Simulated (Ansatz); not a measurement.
Input

```
crystal:
  periodic: [false, false, false]
  atoms:
    - { symbol: "N", position_ang: [-0.4072, -0.1067, 1.4066] }
    - { symbol: C, position_ang: [0.448, -0.441, 0.4228] }
    - { symbol: C, position_ang: [0.1776, -1.0676, -0.742] }
    - { symbol: F, position_ang: [-0.9761, -1.4355, -1.0226] }
    - { symbol: C, position_ang: [0.7431, 0.267, -0.8325] }
    - { symbol: O, position_ang: [-0.0462, 1.431, -1.2081] }
    - { symbol: F, position_ang: [2.1172, 0.3683, -1.1352] }
    - { symbol: H, position_ang: [-1.3459, -0.4093, 1.1619] }
    - { symbol: H, position_ang: [-0.1796, -0.4499, 2.3336] }
    - { symbol: H, position_ang: [-0.4478, 1.7926, -0.3815] }
basis:
  gaussian: { orbitals: "6-31G" }
hamiltonian:
  xc: pbe
  dispersion: d4
relax:
  f_tol: 0.015
  max_steps: 40
output:
  orbitals: {}
```

Run with:

```sh
ansatz run input.yaml --threads 1 --pin off --max-ram 2048MiB --backend cpu --events-out ev --progress --plain --runs-dir out
```

The fields are those of the relaxed geometry.

All numbers below come from RKS PBE-D4/6-31G (Ansatz 0.2.0).

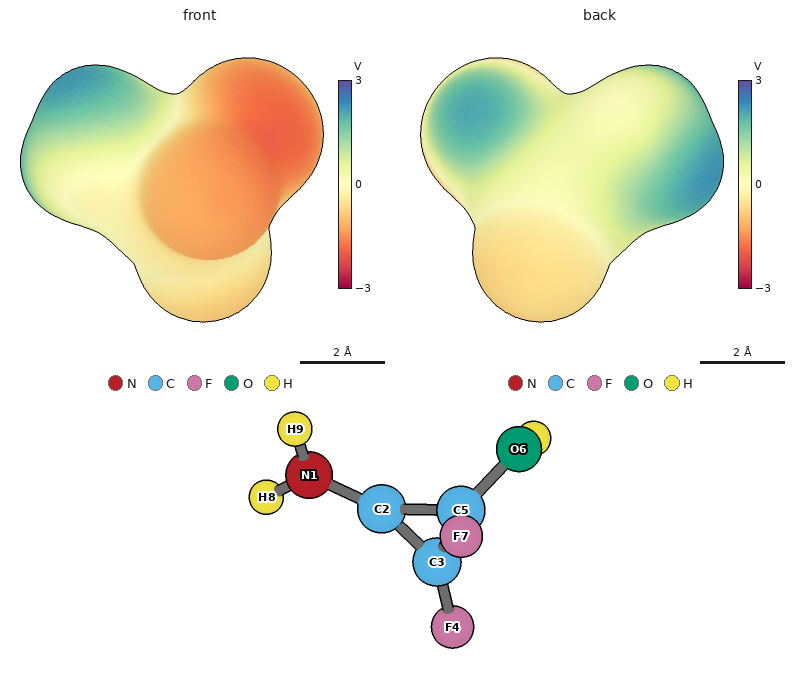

C₃H₃F₂NO (SMILES NC1=C(F)C1(O)F). The electrostatic potential painted on the density surface at 0.001 e/bohr³, seen from the front and from behind; the colour scale runs from red (negative) to blue (positive). The bare structure is drawn below in the same view.

Question: Where is the surface potential most negative and most positive?

Answer: The most negative region (about −1.9 V) lies over O6 and F7, the most positive (about +2.2 V) over H8 and H9.
